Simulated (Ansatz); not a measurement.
# B3LYP/def2-SVPD run of Si2H6O (disilanol)

What is the electronic atomisation energy of Si2H6O (disilanol) at B3LYP/def2-SVPD? 

The results are computed with Ansatz 0.2.0.

30 further runs of the same task are left out: 30 set aside as unsound or not needed.

**1. Starting point**

Si2H6O: 9 atoms, total charge 0, spin state singlet. SMILES: `O[SiH2][SiH3]`. Geometry: relaxed at PBE0-D4/def2-TZVP. This is one conformer, not always the lowest.

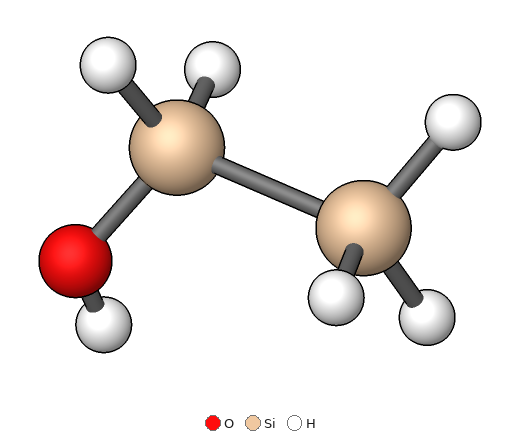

The structure, seen from a chosen angle (oxygen red, silicon light orange, hydrogen white).

**2. The energy at B3LYP/def2-SVPD**

Input file job.yaml:

```yaml
basis:
  gaussian: {orbitals: def2-SVPD}
crystal:
  periodic: [false, false, false]
  atoms:
    - {symbol: O, position_ang: [-1.609000, 1.039900, -0.762000]}
    - {symbol: Si, position_ang: [0.004800, 0.933100, -0.415900]}
    - {symbol: Si, position_ang: [0.544200, -1.038400, 0.738600]}
    - {symbol: H, position_ang: [-1.996600, 0.341400, -1.290800]}
    - {symbol: H, position_ang: [0.830600, 0.994500, -1.657800]}
    - {symbol: H, position_ang: [0.311400, 2.125200, 0.413000]}
    - {symbol: H, position_ang: [2.012900, -1.104800, 0.974500]}
    - {symbol: H, position_ang: [0.146200, -2.228200, -0.066200]}
    - {symbol: H, position_ang: [-0.156000, -1.109100, 2.049500]}
hamiltonian: {xc: {name: B3LYP}}
accuracy: high
output: {orbitals: {seedname: orbitals}}
```

On the command line:

```console
$ ansatz run job.yaml --threads 1 --pin off --max-ram 3480MiB --events-out events.jsonl --progress --plain --runs-dir runs
```

The program printed:

```text
Warning: RAYON_NUM_THREADS=1 ignored (pool sized by the plan → 1); use --threads N
Functional definition: B3LYP
  name "B3LYP"
  parameter a0 = 0.2
  parameter ax = 0.72
  parameter ac = 0.81
  exchange = (1 - a0 - ax)*slater_x + ax*b88_x + a0*exact_x
  correlation = (1 - ac)*vwn_rpa_c + ac*lyp_c
2341 factors; integrals over basis functions are off by at most 3.8e-9 eV
mean field evaluation 1: about -17890.6470 eV, gradient 5.3e1 eV
mean field evaluation 2: about -17875.5242 eV, gradient 1.0e2 eV
mean field evaluation 4: about -17895.6095 eV, gradient 1.6e0 eV
mean field evaluation 8: about -17895.6808 eV, gradient 1.2e-1 eV
mean field evaluation 16: about -17895.6809 eV, gradient 7.9e-6 eV
mean field -17895.68085543 eV, -657.6541413088 hartree, gradient 1.0e-8 eV, S^2 0.000000; 0 other end points of the search recorded, 0 dependent functions left out
reference -17895.68090368 eV, -657.6541430820 hartree; 21, 21 occupied and 98, 98 virtual orbitals, 2341 factors
Total energy: -17895.68090368 eV, -657.6541430820 hartree
```

Wall time 12 s (1 thread of Arm Neoverse V1, shared host); peak memory 0.43 GiB.

**3. The H atom, same level**

Input file input.yaml:

```yaml
crystal:
  periodic: [false, false, false]
  atoms:
    - symbol: H
      position_ang: [0.000000, 0.000000, 0.000000]
basis:
  gaussian:
    orbitals: def2-SVPD
magnetization:
  spin_polarized: true
  initial_magnetization: 1
hamiltonian:
  xc: {name: B3LYP}
accuracy: high
```

Run the same way, it converges to -0.50126 Eh (log not shown).

**4. The O atom**

Input file job.yaml:

```yaml
crystal:
  periodic: [false, false, false]
  atoms:
    - {symbol: O, position_ang: [0.000000, 0.000000, 0.000000]}
basis:
  gaussian:
    orbitals: def2-SVPD
magnetization:
  spin_polarized: true
  initial_magnetization: 2
hamiltonian:
  xc: {name: B3LYP}
accuracy: high
```

On the command line:

```console
$ ansatz run job.yaml --threads 1 --pin off --max-ram 3480MiB --events-out events.jsonl --progress --plain --runs-dir runs
```

The program printed:

```text
Warning: RAYON_NUM_THREADS=1 ignored (pool sized by the plan → 1); use --threads N
Functional definition: B3LYP
  name "B3LYP"
  parameter a0 = 0.2
  parameter ax = 0.72
  parameter ac = 0.81
  exchange = (1 - a0 - ax)*slater_x + ax*b88_x + a0*exact_x
  correlation = (1 - ac)*vwn_rpa_c + ac*lyp_c
191 factors; integrals over basis functions are off by at most 1.9e-9 eV
mean field evaluation 1: about -2040.9594 eV, gradient 6.2e0 eV
mean field evaluation 2: about -2041.0257 eV, gradient 4.4e0 eV
mean field evaluation 4: about -2041.1051 eV, gradient 2.9e-2 eV
mean field evaluation 8: about -2041.1053 eV, gradient 2.7e-4 eV
mean field -2041.10533814 eV, -75.0092376659 hartree, gradient 4.2e-9 eV, S^2 2.003773; 0 other end points of the search recorded, 0 dependent functions left out
reference -2041.10536209 eV, -75.0092385458 hartree; 5, 3 occupied and 18, 20 virtual orbitals, 191 factors
Total energy: -2041.10536209 eV, -75.0092385458 hartree
```

Wall time 0.44 s (1 thread of Arm Neoverse V1, shared host).

**5. The Si atom, same level**

Input file job.yaml:

```yaml
basis:
  gaussian:
    orbitals: def2-SVPD
crystal:
  periodic: [false, false, false]
  atoms:
    - {symbol: Si, position_ang: [0.000000, 0.000000, 0.000000]}
magnetization:
  spin_polarized: true
  initial_magnetization: 2
hamiltonian:
  xc: {name: B3LYP}
accuracy: high
```

Run the same way, it converges to -289.29459 Eh (log not shown).

**6. Outcome**

Level: B3LYP/def2-SVPD.

```
                     quantity          value
       molecule: total energy  -657.65414 Eh
        molecule: HOMO energy       -7.71 eV
        molecule: LUMO energy       -0.73 eV
      molecule: HOMO–LUMO gap        6.98 eV
         H atom: total energy    -0.50126 Eh
                 H atom: ⟨S²⟩          0.750
         O atom: total energy   -75.00924 Eh
                 O atom: ⟨S²⟩          2.004
        Si atom: total energy  -289.29459 Eh
                Si atom: ⟨S²⟩          2.004
electronic atomisation energy      28.522 eV
```

In words: Taking the molecule apart into free atoms costs 28.52 eV (658 kcal/mol), before zero-point energy and without spin-orbit coupling.
